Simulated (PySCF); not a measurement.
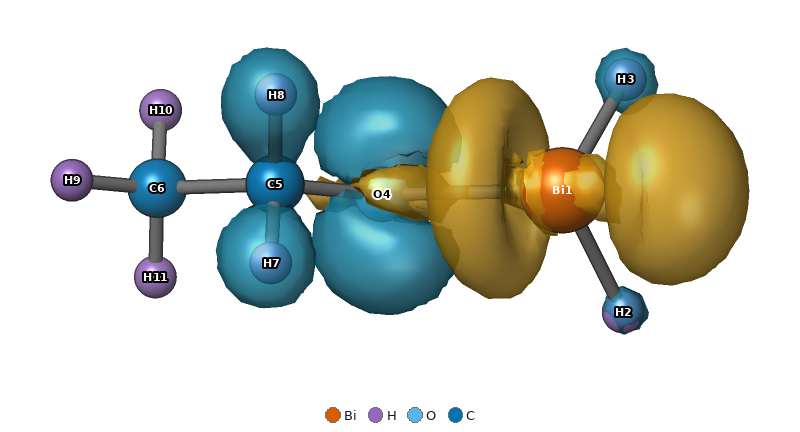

*BiH2(OEt) (C$_{2}$H$_{7}$BiO). Unrelaxed difference density of S₁ less the ground state (TDA singlet states), ±0.03 e/Å³; yellow: gain, teal: loss.*

Computed with PySCF, CAM-B3LYP/def2-SVPD, geometry: GFN2-xTB. Core potentials replace the inner electrons of Bi; spin–orbit coupling isn't included. No frequency check shows the geometry to be a minimum. GFN2-xTB bond lengths at metals and heavier atoms can be off by up to 0.1 Å and shapes distorted, which carries into these values.

Question: How does the charge move on excitation?

Answer: 0.80 e is displaced in all, of which about 0.6 e passes between atoms: O4 (0.45 e) and C5 (0.07 e) lose electrons and Bi1 (0.60 e) gains them. The state: 4.48 eV (277 nm), f = 0.000 (very weak), charge transfer; the leading pair carries 100 %; hole on O4 (64 %), C5 (10 %) and Bi1 (7 %), electron on Bi1 (67 %) and O4 (18 %); their centroids lie 1.8 Å apart.
